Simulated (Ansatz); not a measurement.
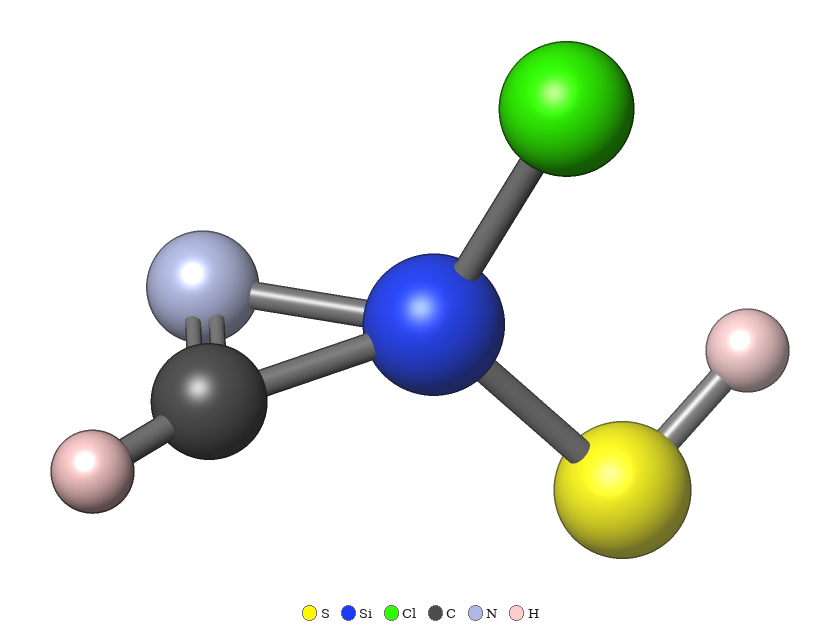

The picture shows a molecular structure as a ball-and-stick model. Multiple sticks mark multiple bonds (one Kekulé form).

What is the molecular formula?

CH2ClNSSi, 7 atoms: 1 carbon, 2 hydrogen, 1 chlorine, 1 nitrogen, 1 sulfur and 1 silicon.

How many atoms are distinct by symmetry?

7: 1 S, 1 Si, 1 Cl, 1 C, 1 N, 1 H, 1 H.

Count the bonded pairs by element.

1 S–Si, 1 Cl–Si, 1 C–Si, 1 C–N, 1 N–Si, 1 S–H, 1 C–H.

What is its SMILES?

S[Si@]1(Cl)C=N1

Describe its rings.

Independent rings (smallest set): 1 of 3 members.

More results for the same structure follow; atom numbers are the same in all pictures, views and colours differ. The computed structure is the end point of a PBE0-D4/def2-TZVP optimisation.

### Electronic properties

Method: RKS ωB97M-V/def2-TZVPP (Ansatz 0.2.0).

Give the HOMO energy (Kohn–Sham orbital) at this level.

−8.97 eV.

What is the HOMO–LUMO gap?

10.03 eV.

Estimate the dipole moment.

1.73 D.

### Vibrations

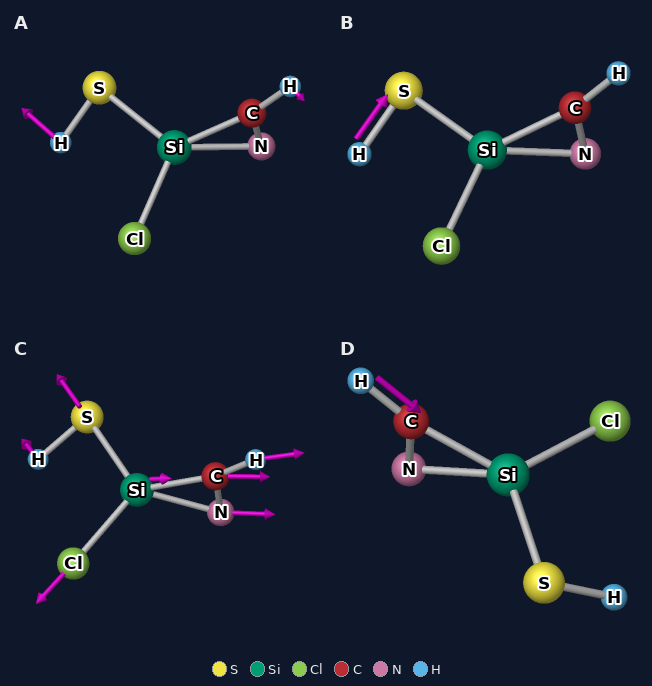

4 normal modes of one molecule or complex, as arrows. Harmonic vibrations computed with RKS PBE0-D4/def2-TZVP (Ansatz 0.2.0) at a stationary point of the same level.

Match the panels to the wavenumbers 443 cm⁻¹, 768 cm⁻¹, 2709 cm⁻¹, 3107 cm⁻¹.

A: 768 cm⁻¹, H–S–Si bending
B: 2709 cm⁻¹, S–H stretching
C: 443 cm⁻¹
D: 3107 cm⁻¹, C–H stretching

### Charges

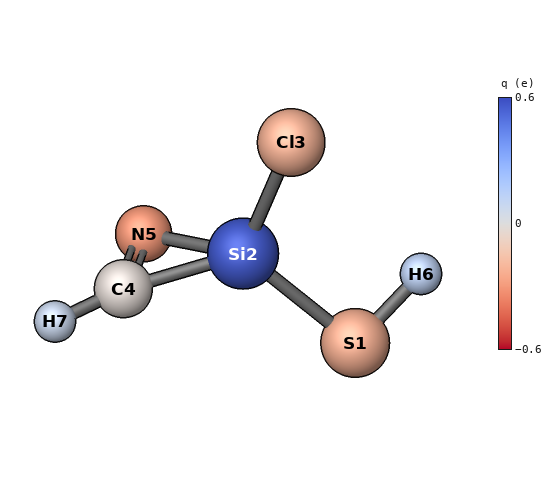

Atoms are coloured by their Mulliken charges. Level of theory: RKS r2SCAN-D4/def2-TZVPP (Ansatz 0.2.0).

Which atom carries the highest charge (most positive or least negative)?

Si2 (0.55 e).

And the lowest?

N5 (−0.30 e).

List the Mulliken charges.

```csv
atom,value (e)
S1,−0.22
Si2,0.55
Cl3,−0.21
C4,−0.03
N5,−0.30
H6,0.12
H7,0.08
```

Mulliken values depend strongly on the basis set and can even reverse the polarity of a bond.
